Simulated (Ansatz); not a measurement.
The starting structures come from a database of crystals and need not be the phases stable at ambient conditions.

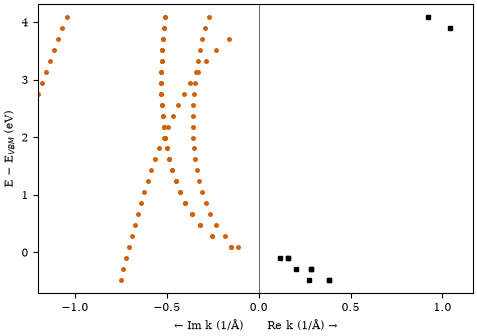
Fig. 1. Complex bands at the centre of the two-dimensional zone; r2SCAN in Ansatz (a quantum-chemistry and plane-wave program)

The gap is the functional's own, uncorrected, and κ follows it; spin-orbit coupling is left out. Mid-gap values are interpolated between the computed energies.

Q: This is Li2S (Fm-3m, anti-fluorite, not sure to be the ambient phase, 3 atoms a cell, 15.2 Å³ an atom) along the normal of (001). Read off the slowest decay at the centre of the two-dimensional zone at 2.00 eV, the computed energy nearest the middle of the gap.

A: κ ≈ 0.36 1/Å, a decay length 1/(2κ) of the density of 1.4 Å.
